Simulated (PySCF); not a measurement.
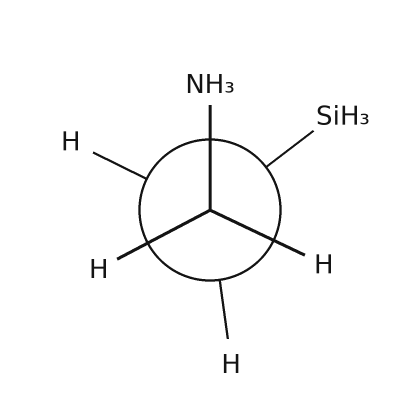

A Newman projection along the B–Si bond, boron in front; angles are drawn as computed, but eclipsed bonds slightly apart. The computed structure is the end point of a PBE0-D3(BJ)/def2-SVP optimisation. No frequency run is at hand to confirm it as a minimum.

Which molecule is it?

BH10NSi2, [NH3+][BH2-][SiH2][SiH3]

What is the torsion angle from the front NH3 to the back SiH3? The sign is positive where the front bond must turn clockwise to cover the back bond.

53°, synclinal (gauche). The conformation about this bond is staggered.
